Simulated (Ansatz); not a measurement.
## Response to strain in MoP

Start from MoP (space group P-6m2, No. 187; a = 3.242 Å, c = 3.194 Å; relaxed with 0.1 eV smearing). Axes: x lies along a and z along c of the hexagonal cell.

Strains are applied to the cell and any free atomic positions relax; under biaxial strain the out-of-plane vector relaxes too.

Calculations: Ansatz (a first-principles code), PBE, PAW, cutoff 420 eV, no spin-orbit coupling.

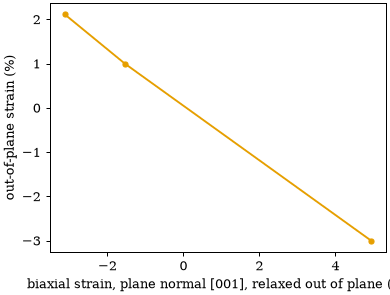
Fig. 1. Out-of-plane strain against biaxial strain, plane normal [001], relaxed out of plane

| biaxial strain, plane normal [001], relaxed out of plane (%) | out-of-plane strain |
|---|---|
| -3.12 | +2.11 % |
| -1.54 | +1.00 % |
| 4.94 | -3.00 % |

No phonon test of stability was made. The final runs are not spin-polarised. An odd electron count without spin: MoP.
